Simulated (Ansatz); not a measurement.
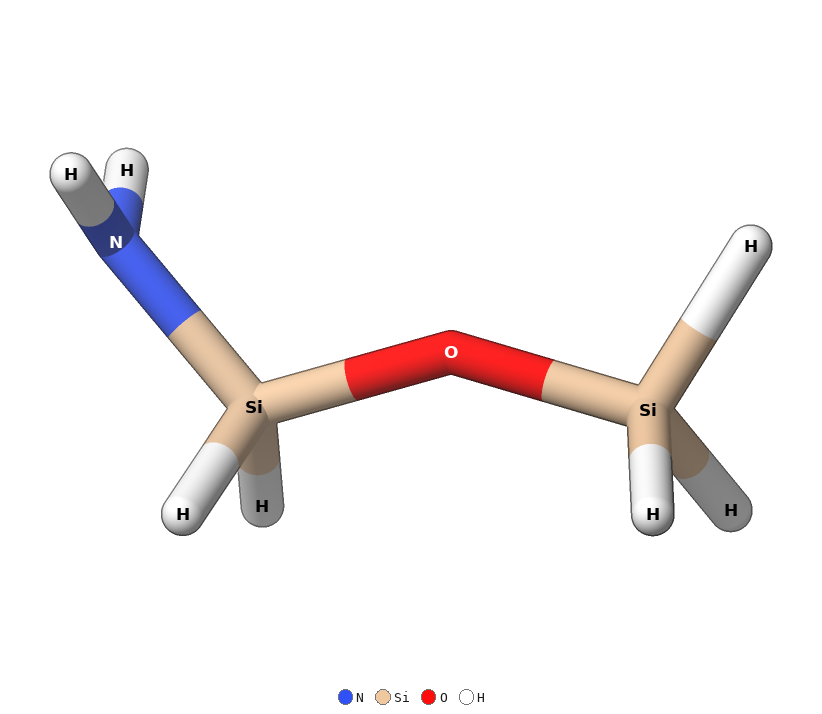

Geometry: atoms displaced at random (about 0.02 Å) from a stationary point of PBE0-D4. Program: Ansatz 0.2.0.

At this fixed geometry, give dipole (D) at these levels: PBE-D4/def2-TZVPP; PBE0-D4/def2-TZVPP; RHF-CCSD(T) (frozen core)/def2-TZVPP; r2SCAN-D4/def2-TZVPP; ωB97M-V/def2-TZVPP.

| level | dipole (D) |
| --- | --- |
| PBE-D4/def2-TZVPP | 1.30 |
| PBE0-D4/def2-TZVPP | 1.21 |
| RHF-CCSD(T) (frozen core)/def2-TZVPP | 1.17 |
| r2SCAN-D4/def2-TZVPP | 1.28 |
| ωB97M-V/def2-TZVPP | 1.21 |
